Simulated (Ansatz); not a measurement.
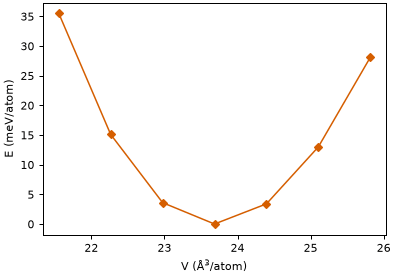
Sc in space group P6_222 (No. 180; Sc on 3c) under volume change, the program Ansatz at the PBEsol level (PAW), shape and atoms relaxed at each volume.

Q: What does a third-order Birch–Murnaghan fit give for V₀, B₀ and B′?

A: V₀ = 23.68 Å³/atom, B₀ = 52.6 GPa, B′ = 3.0.

The first step of the workflow began from a Materials Project structure, measured or hypothetical; the Crystallography Open Database copy checked does not list it. It is not the phase usual at ambient conditions (space group No. 194). The cell was relaxed with PBEsol under the symmetry of its start. At this level the phase is dynamically unstable (imaginary phonons). No spin polarisation was allowed.

Potentials: the later of the program's two PAW sets.
